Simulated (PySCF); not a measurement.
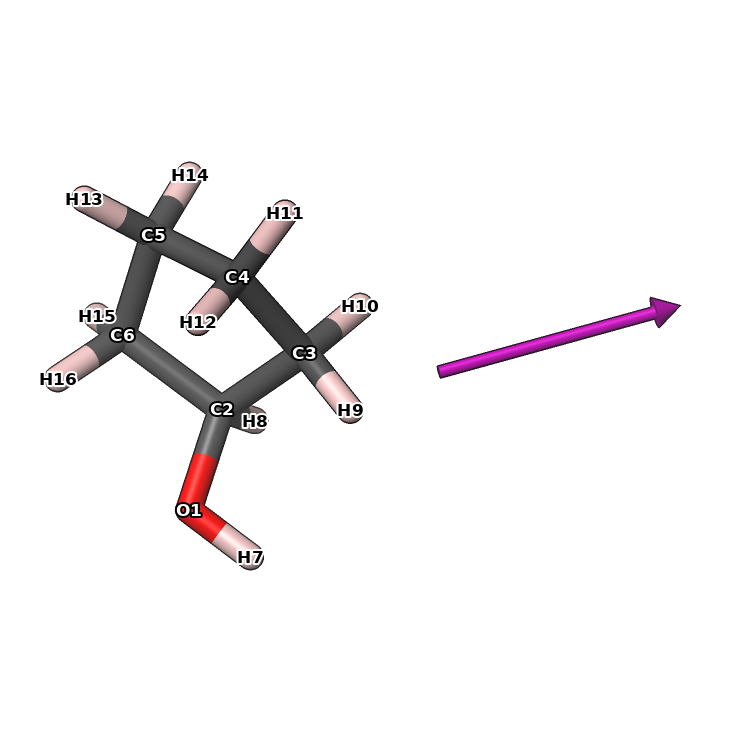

The arrow beside the molecule shows the direction of the dipole moment, from the negative to the positive end (its length means nothing). The geometry was computed by an optimisation with GFN2-xTB. No frequency run is at hand to confirm it as a minimum. Properties computed with PBE0/pcSseg-1, gas phase (PySCF 2.14.0).

**How large is the dipole moment?**

1.51 D; it points from the side of H16 to the side of H10 (the outermost atoms at the two ends).
